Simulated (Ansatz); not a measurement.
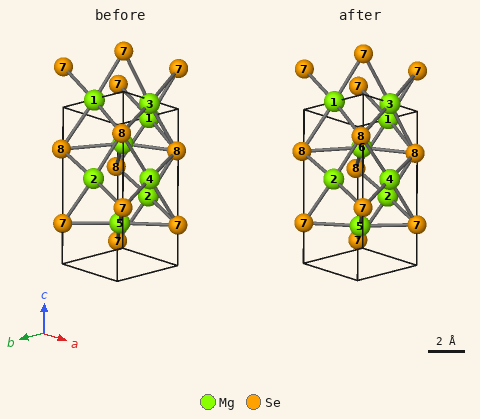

The structure of crystalline Mg3Se (a generated structure, set up in P1) (coarse preliminary run) before (left) and after (right) a relaxation, at one scale.

Style: ball-and-stick. Shown: the cell of the calculation, from a free direction.

Method: DFT PBE, scalar-relativistic, plane waves, PAW (Ansatz). Set-up: plane-wave cutoff 420 eV; k-point mesh 6 × 6 × 4; occupations gaussian; smearing width 0.2 eV; no spin polarisation; cell and atoms relaxed; force threshold 0.025 eV/Å; at most 60 steps.

### Describe what moved and what it gained.

The run was cut off at its time limit before the relaxation converged, so the last structure is only a point on the way. The largest moves relative to the cell, 0.15 Å, are those of Mg3, Mg5 and Mg6. Mg5 goes roughly along −c. Largest moves by element: Mg 0.15 Å, Se 0.06 Å. The volume changes by −5.1 %, with a 4.578 → 4.507 Å (−1.5 %), b 4.496 → 4.411 Å (−1.9 %), c 9.143 → 8.986 Å (−1.7 %), α 90.4° → 90.1°. Near-neighbour distances that change, for instance: Mg3–Mg6 2.817 → 3.026 Å, Mg3–Se7 3.385 → 3.259 Å, Mg4–Se8 3.057 → 2.932 Å, Mg2–Se8 3.153 → 3.029 Å. Among the angles between lasting bonds that change: Se8–Mg2–Se8 92.1° → 94.5°, Se8–Mg4–Se8 94.4° → 96.7°. The space group stays P1 (No. 1). Over 1 geometry step the energy falls by 42.9 meV per atom. The largest force component goes from 0.8 to 0.22 eV/Å. The pressure goes from −1.27 to 0.09 GPa.
